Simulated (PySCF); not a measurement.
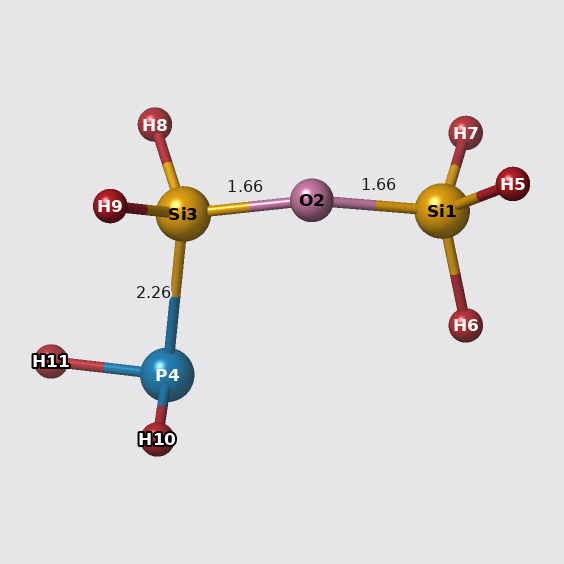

Bond lengths are marked in Å; every bond is drawn as one stick. The computed structure is the end point of a PBE0-D3(BJ)/def2-SVP optimisation. No frequency run is at hand to confirm it as a minimum.

Which of the marked bonds are single, double, triple or aromatic?

Answer. Si1–O2 single; O2–Si3 single; Si3–P4 single.

Write the SMILES.

Answer. [SiH3]O[SiH2]P
